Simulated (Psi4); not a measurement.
# UHF/3-21G run of SiNH4 (SMILES [NH][SiH3])

Aim: the vertical doublet–quartet gap of SiNH4 at UHF/3-21G, from 2 runs. 

The results are computed with Psi4 1.11.

1 further run of the same task is left out (set aside as unsound or not needed).

## (1) The system as given

SiNH4: 6 atoms, total charge 0, spin state doublet. SMILES: `[NH][SiH3]`. The coordinates come from a PBE0-D4/def2-TZVP relaxation.

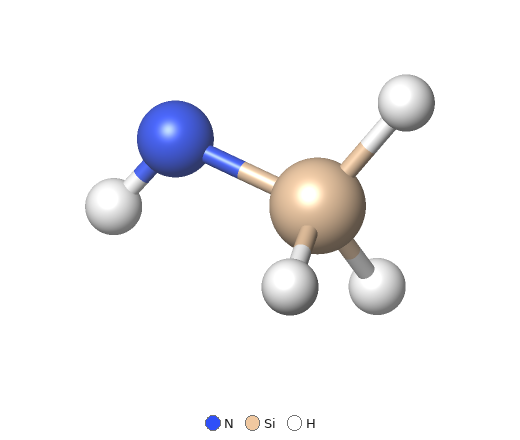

The structure, seen from a chosen angle (nitrogen blue, silicon light orange, hydrogen white).

## (2) Energy and gradient at UHF/3-21G

input.json

```json
{
  "schema_name": "qcschema_input",
  "schema_version": 1,
  "molecule": {
    "schema_name": "qcschema_molecule",
    "schema_version": 2,
    "symbols": ["N", "Si", "H", "H", "H", "H"],
    "geometry": [1.11890684, -1.57829926, 1.71870591, -0.38493721, 0.6568688, -0.20786987, 1.74383927, -3.10047365, 0.70430093, -2.47667506, -0.53346968, -1.67335248, 1.49193878, 1.72305228, -2.01992825, -1.41370411, 2.71137904, 1.39121637],
    "molecular_charge": 0,
    "molecular_multiplicity": 2,
    "fix_symmetry": "c1"
  },
  "driver": "gradient",
  "model": {
    "method": "hf",
    "basis": "3-21G"
  },
  "keywords": {
    "reference": "uhf",
    "puream": true,
    "e_convergence": 1e-09,
    "d_convergence": 1e-08,
    "scf_type": "pk",
    "maxiter": 200
  }
}
```

Command:

```console
psi4 --qcschema input.json -n 1 --memory 1600MB
```

stdout, cut to the lines that bear on the results:

```text
[...]
  Running in c1 symmetry.
[...]
  Nuclear repulsion =   56.674425183042295
[...]
  Multiplicity = 2
[...]
  Nalpha       = 13
  Nbeta        = 12
[...]
    Number of basis functions: 30
[...]
   @UHF iter   1:  -343.70896724349291   -8.07548e-01   1.04680e-02 DIIS/ADIIS
[...]
   @UHF iter  16:  -343.80715877181802   -2.67164e-12   8.62091e-09 DIIS
[...]
   @S^2 Observed:                7.578676865E-01
[...]
    Orbital Energies [Eh]
    ---------------------
    Alpha Occupied:
       1A    -68.314083     2A    -15.500811     3A     -6.125779
       4A     -4.221638     5A     -4.221391     6A     -4.221097
       7A     -1.155606     8A     -0.736289     9A     -0.592993
      10A     -0.548462    11A     -0.500790    12A     -0.455665
      13A     -0.438789
    Alpha Virtual:
      14A      0.156892    15A      0.217846    16A      0.222839
      17A      0.280586    18A      0.329032    19A      0.452667
      20A      0.470676    21A      0.488474    22A      0.606994
      23A      1.224629    24A      1.319918    25A      1.332730
[...]
  @UHF Final Energy:  -343.80715877181802
   => Energetics <=
    Nuclear Repulsion Energy =             56.6744251830422954
    One-Electron Energy =                -587.6411373878735276
    Two-Electron Energy =                 187.1595534330131727
    Total Energy =                       -343.8071587718180240
  UHF NO Occupations:
  HONO-2 :   11  A 1.9987836
  HONO-1 :   12  A 1.9984182
[...]
 Multipole Moments:
 ------------------------------------------------------------------------------------
     Multipole            Electronic (a.u.)      Nuclear  (a.u.)        Total (a.u.)
 ------------------------------------------------------------------------------------
 L = 1.  Multiply by 2.5417464519 to convert [e a0] to [Debye]
 Dipole X            :          0.4769404           -0.5146409           -0.0377004
 Dipole Y            :         -0.7239930            0.5335579           -0.1904350
 Dipole Z            :          0.7952510           -1.5189854           -0.7237344
 Magnitude           :                                                    0.7493186
[...]
  -Total Gradient:
     Atom            X                  Y                   Z
    ------   -----------------  -----------------  -----------------
       1       -0.014276003523     0.024386452404    -0.009671774446
       2        0.016895145445    -0.028194407290     0.013894361283
       3       -0.003551548930     0.004399863875    -0.007198484458
       4       -0.000110933901    -0.000561728569     0.000547536123
       5        0.000916176652    -0.000214075147     0.000507517262
       6        0.000127164258     0.000183894728     0.001920844234
[...]
```

The result, in JSON:

```text
{
 "driver": "gradient",
 "model": {
  "method": "hf",
  "basis": "3-21G"
 },
 "success": true,
 "return_result": [-0.014276003522644881, 0.02438645240384235, -0.009671774446293191, 0.0168951454451233, -0.02819440728982813, 0.013894361283131273, -0.003551548930440948, 0.004399863874647414, -0.007198484457797638, -0.00011093390103314449, -0.0005617285687994217, 0.0005475361234589804, 0.0009161766519064363, -0.0002140751471765706, 0.0005075172622338309, 0.0001271642576013282, 0.00018389472823612807, 0.0019208442335069409],
 "properties": {
  "calcinfo_nbasis": 30,
  "calcinfo_nmo": 30,
  "calcinfo_nalpha": 13,
  "calcinfo_nbeta": 12,
  "calcinfo_natom": 6,
  "nuclear_repulsion_energy": 56.674425183042295,
  "return_energy": -343.807158771818,
  "return_gradient": [-0.014276003522644881, 0.02438645240384235, -0.009671774446293191, 0.0168951454451233, -0.02819440728982813, 0.013894361283131273, -0.003551548930440948, 0.004399863874647414, -0.007198484457797638, -0.00011093390103314449, -0.0005617285687994217, 0.0005475361234589804, 0.0009161766519064363, -0.0002140751471765706, 0.0005075172622338309, 0.0001271642576013282, 0.00018389472823612807, 0.0019208442335069409],
  "scf_one_electron_energy": -587.6411373878735,
  "scf_two_electron_energy": 187.15955343301317,
  "scf_dipole_moment": [-0.037700440127646506, -0.19043504212420803, -0.7237344095305491],
  "scf_total_energy": -343.807158771818,
  "scf_total_gradient": [-0.014276003522644881, 0.02438645240384235, -0.009671774446293191, 0.0168951454451233, -0.02819440728982813, 0.013894361283131273, -0.003551548930440948, 0.004399863874647414, -0.007198484457797638, -0.00011093390103314449, -0.0005617285687994217, 0.0005475361234589804, 0.0009161766519064363, -0.0002140751471765706, 0.0005075172622338309, 0.0001271642576013282, 0.00018389472823612807, 0.0019208442335069409],
  "scf_iterations": 16
 }
}
```

Wall time 1.8 s (1 thread of Intel Xeon 6975P-C (Granite Rapids), shared host); peak memory 0.19 GiB.

## (3) The quartet, same level

job.inp

```
memory 1.6 GB

molecule {
  0 4
  N
  Si 1 r2
  H 1 r3 2 a3
  H 2 r4 1 a4 3 d4
  H 2 r5 4 a5 1 d5
  H 2 r6 4 a6 5 d6

  r2 = 1.752625
  r3 = 1.022911
  a3 = 111.89876
  r4 = 1.491108
  a4 = 110.76314
  d4 = 54.98538
  r5 = 1.491394
  a5 = 108.64961
  d5 = 119.7997
  r6 = 1.481361
  a6 = 109.53092
  d6 = 119.61475
  units angstrom
  symmetry c1
  no_reorient
  no_com
}

set {
  reference uhf
  puream true
  e_convergence 1e-09
  d_convergence 1e-08
  scf_type pk
  maxiter 200
}

energy_value, wavefunction = gradient('scf/3-21G', return_wfn=True)
oeprop(wavefunction, 'DIPOLE', 'LOWDIN_CHARGES', 'MAYER_INDICES')
```

Command:

```console
psi4 -i job.inp -o job.out -n 1
```

job.out, cut to the lines that bear on the results:

```text
[...]
  Running in c1 symmetry.
[...]
  Nuclear repulsion =   56.674420389990779
[...]
  Multiplicity = 4
[...]
  Nalpha       = 14
  Nbeta        = 11
[...]
    Number of basis functions: 30
[...]
   @UHF iter   1:  -343.48493654485361   -5.83517e-01   6.88650e-03 ADIIS/DIIS
[...]
   @UHF iter  17:  -343.57967636713283   -5.34328e-12   8.75062e-09 DIIS
[...]
   @S^2 Observed:                3.761588034E+00
[...]
  @UHF Final Energy:  -343.57967636713283
   => Energetics <=
    Nuclear Repulsion Energy =             56.6744203899907788
    One-Electron Energy =                -586.5867876786140869
    Two-Electron Energy =                 186.3326909214904674
    Total Energy =                       -343.5796763671328335
  UHF NO Occupations:
  HONO-2 :   12  A 1.0000000
  HONO-1 :   13  A 1.0000000
[...]
  -Total Gradient:
     Atom            X                  Y                   Z
    ------   -----------------  -----------------  -----------------
       1       -0.000402381920     0.009322211491     0.085499929586
       2        0.000552159948     0.014201475039    -0.151053515662
       3       -0.000442076696    -0.026688824560     0.044281268985
       4       -0.000274532520     0.001349204604     0.006497193113
       5        0.000556471384     0.001026319920     0.007798628787
       6        0.000010359803     0.000789613505     0.006976495194
[...]
 Multipole Moments:
 ------------------------------------------------------------------------------------
     Multipole            Electronic (a.u.)      Nuclear  (a.u.)        Total (a.u.)
 ------------------------------------------------------------------------------------
 L = 1.  Multiply by 2.5417464519 to convert [e a0] to [Debye]
 Dipole X            :         -0.0194700            0.0228268            0.0033568
 Dipole Y            :         -0.6713010            0.8208267            0.1495256
 Dipole Z            :         -2.7886351            1.4773552           -1.3112798
 Magnitude           :                                                    1.3197818
[...]
```

Run time: 1.9 s. Hardware: 1 thread of Intel Xeon 6975P-C (Granite Rapids), shared host; peak memory 0.18 GiB.

## (4) Summary of results

Level: UHF/3-21G.

```
                                        quantity          value
                           doublet: total energy  -343.80716 Eh
                          doublet: dipole moment         1.90 D
     doublet: HOMO energy (highest over α and β)      -10.81 eV
      doublet: LUMO energy (lowest over α and β)        2.55 eV
                                   doublet: ⟨S²⟩          0.758
               doublet: largest force on an atom     1.835 eV/Å
                           quartet: total energy  -343.57968 Eh
                          quartet: dipole moment         3.35 D
     quartet: HOMO energy (highest over α and β)       -2.95 eV
      quartet: LUMO energy (lowest over α and β)       -0.19 eV
                                   quartet: ⟨S²⟩          3.762
               quartet: largest force on an atom     7.802 eV/Å
vertical energy of the quartet above the doublet       6.190 eV
```

At this shape the quartet lies 6.19 eV (143 kcal/mol) above the doublet. The largest force (doublet) is 1.83 eV/Å: the shape isn't a stationary point for this species at this level.
